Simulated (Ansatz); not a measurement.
# Calculations on CH4NSi

**1. Relaxation**

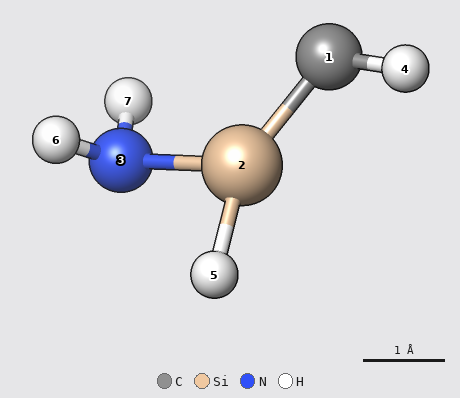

CH$_{4}$NSi (charge −1), before the relaxation. Style: ball-and-stick. Shown at a tilt.

The run prepares an end point of a later path (torsion) calculation, from a guessed geometry.

The calculation used RKS LDA/def2-SVP in Ansatz.

Input file:
```yaml
crystal:
  periodic: [false, false, false]
  atoms:
    - { symbol: C, position_ang: [-1.20136, -0.9374, -0.87648] }
    - { symbol: Si, position_ang: [-0.29486, 0.40151, -0.27772] }
    - { symbol: "N", position_ang: [1.20783, 0.0447, 0.64334] }
    - { symbol: H, position_ang: [-2.07704, -0.63616, -1.50694] }
    - { symbol: H, position_ang: [-0.15637, 1.91122, -0.11886] }
    - { symbol: H, position_ang: [1.0514, 0.13701, 1.64328] }
    - { symbol: H, position_ang: [1.47041, -0.92089, 0.49339] }
total_charge: -1
basis:
  gaussian: { orbitals: def2-SVP }
hamiltonian:
  xc: lda
relax:
  f_tol: 0.015
  max_steps: 40
output:
  orbitals: {}
```

Command:
```bash
ansatz run input.yaml --threads 1 --pin off --max-ram 2048MiB --backend cpu --events-out ev --progress --plain --runs-dir out
```

Question: What does the optimiser find from here?

Answer: Over 8 accepted moves (9 points after the start) the energy falls by 8.79 kJ/mol. Largest force component: 0.89 eV/Å at the start, 0.0025 eV/Å at the end. The line search rejected the trial step at point 8 of the run. The atom that moves furthest after the best rigid fit is H6 (0.28 Å). By element the largest moves are H 0.28 Å, C 0.08 Å, N 0.08 Å, Si 0.05 Å. Near-neighbour distances that change, for instance: Si2–H5 1.524 → 1.559 Å, N3–H7 1.012 → 1.033 Å, C1–Si2 1.724 → 1.704 Å, N3–H6 1.016 → 1.030 Å. Bond angles that change, for instance: C1–Si2–H5 148.5° → 142.9°, N3–Si2–H5 93.9° → 98.5°, Si2–N3–H7 109.3° → 106.1°. Groups turn about Si2–N3 by about 20°.

Step by step:

| step | E − E(0), kJ/mol | largest force component, eV/Å | note |
| --- | --- | --- | --- |
| 0 | 0.00 | 0.8927 |  |
| 1 | -7.02 | 0.5186 |  |
| 2 | -7.48 | 0.3300 |  |
| 3 | -8.43 | 0.1630 |  |
| 4 | -8.65 | 0.0864 |  |
| 5 | -8.75 | 0.0333 |  |
| 6 | -8.77 | 0.0225 |  |
| 7 | -8.78 | 0.0182 |  |
| 8 | -8.78 | 0.0435 | rejected |
| 9 | -8.79 | 0.0025 |  |

Final geometry:

```xyz
7

C    -1.1669   -0.9155   -0.9485
Si   -0.2847    0.3632   -0.2489
N     1.2404   -0.0141    0.5979
H    -2.0573   -0.6124   -1.5582
H    -0.2934    1.9066   -0.0323
H     1.2508    0.3164    1.5736
H     1.3112   -1.0441    0.6164
```

The end point in the same view:

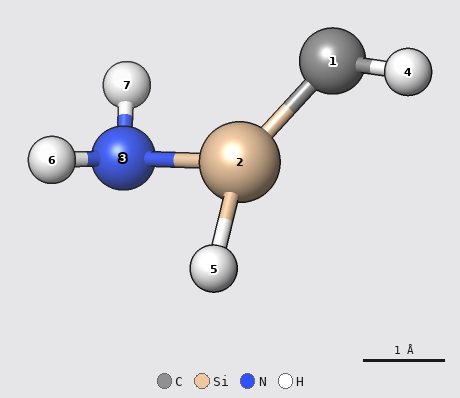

Limits of the set-up: the basis has no diffuse functions, which an anion needs.

**2. Relaxation**

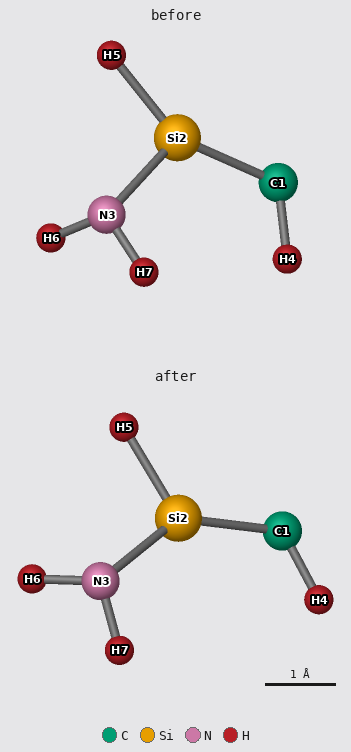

The structure of CH₄NSi (charge −1) before (top) and after (bottom) a relaxation, at one scale.

Style: ball-and-stick. Shown from a free direction.

The run prepares an end point of a later path (torsion) calculation, from a guessed geometry.

All numbers below come from RKS LDA/def2-SVP in Ansatz 0.2.0. Settings: no spin polarisation; force threshold 0.015 eV/Å; at most 40 steps.

Summarise the run.

H4 moves most after the best rigid fit: 0.56 Å. Largest moves by element: H 0.56 Å, Si 0.28 Å, C 0.21 Å, N 0.18 Å. Among the contacts that change: C1–Si2 1.724 → 1.701 Å, N3–H7 1.012 → 1.031 Å, N3–H6 1.016 → 1.033 Å, Si2–N3 1.798 → 1.807 Å. Bond angles that change, for instance: C1–Si2–H5 148.5° → 120.3°, C1–Si2–N3 117.6° → 140.6°, N3–Si2–H5 93.9° → 99.1°. Groups turn about Si2–N3 by about 30°. The energy falls by 13.2 kcal/mol in 10 accepted moves (11 points after the start). The largest force component goes from 1.7 to 0.0025 eV/Å. The line search rejected the trial step at point 10 of the run. The run took about 7 core-seconds on a shared host.

Limits of the set-up: the basis has no diffuse functions, which an anion needs.

**3. Path**

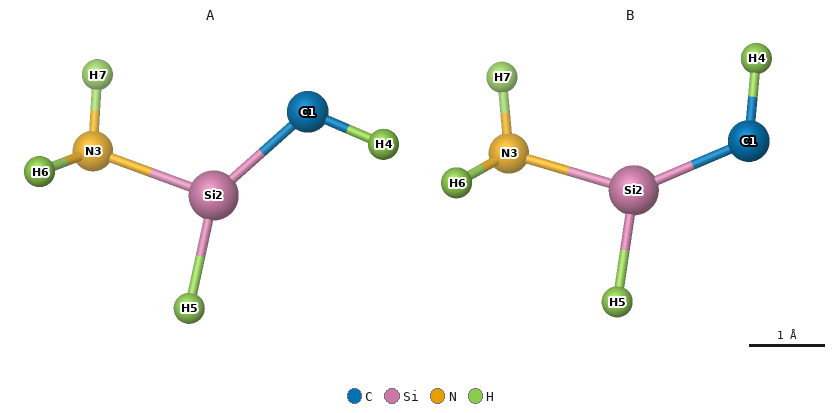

The two relaxed end points of a path for CH₄NSi (charge −1). Style: ball-and-stick. Shown face on.

The calculation used RKS LDA/def2-SVP in Ansatz 0.2.0.

Run with 9 movable images; climbing image; force threshold 0.05 eV/Å; iteration limit 60.

Start:
```xyz
7

C    -1.1658   -0.9150   -0.9502
Si   -0.2845    0.3633   -0.2489
N     1.2398   -0.0143    0.5991
H    -2.0557   -0.6117   -1.5606
H    -0.2937    1.9066   -0.0313
H     1.2492    0.3155    1.5750
H     1.3107   -1.0443    0.6170
```

End:
```xyz
7

C    -1.5977   -0.1831   -1.1683
Si   -0.3098    0.4466   -0.2529
N     1.2114   -0.0839    0.5657
H    -1.6023   -1.2903   -1.3518
H    -0.2387    1.9402    0.0524
H     1.2891    0.2826    1.5287
H     1.2480   -1.1121    0.6263
```

Question: What barrier does the band find between them, and by what path?

Answer: Forward barrier 6.1 kcal/mol, backward barrier 5.5 kcal/mol, with image 5 at the top; the reaction energy is +0.6 kcal/mol. The motion is an in-plane inversion: the angle Si2–C1–H4 opens from 116° to 172° on the way and closes on the other side (117° at the end). No bond forms or breaks between the ends. Bond angles that change up to the highest image, for instance: Si2–C1–H4 115.6° → 172.0°, C1–Si2–N3 118.6° → 131.2°. The band converged in 9 iterations. The largest component of the band force went from 11 to 0.043 eV/Å. The climbing image converged on the top of the path. Its vibrational analysis gives one imaginary mode (464i cm⁻¹), as a transition state must have.

Energies of the converged images:

| image | path (Å) | E (kcal/mol) |
| --- | --- | --- |
| 0 | 0.00 | 0.0 |
| 1 | 0.17 | 0.2 |
| 2 | 0.34 | 1.1 |
| 3 | 0.51 | 3.0 |
| 4 | 0.68 | 5.2 |
| 5 | 0.85 | 6.1 |
| 6 | 1.02 | 5.1 |
| 7 | 1.20 | 2.9 |
| 8 | 1.38 | 1.2 |
| 9 | 1.56 | 0.7 |
| 10 | 1.74 | 0.6 |

The geometry at the top of the path:

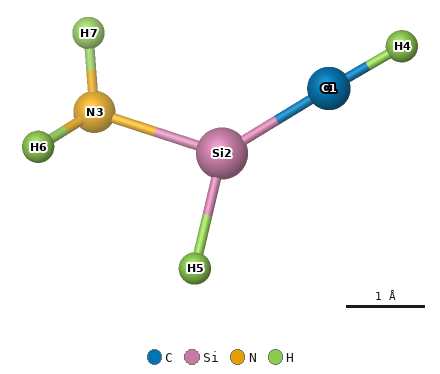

Limits of the set-up: the basis has no diffuse functions, which an anion needs.

The run took about 40 core-seconds on a shared host.
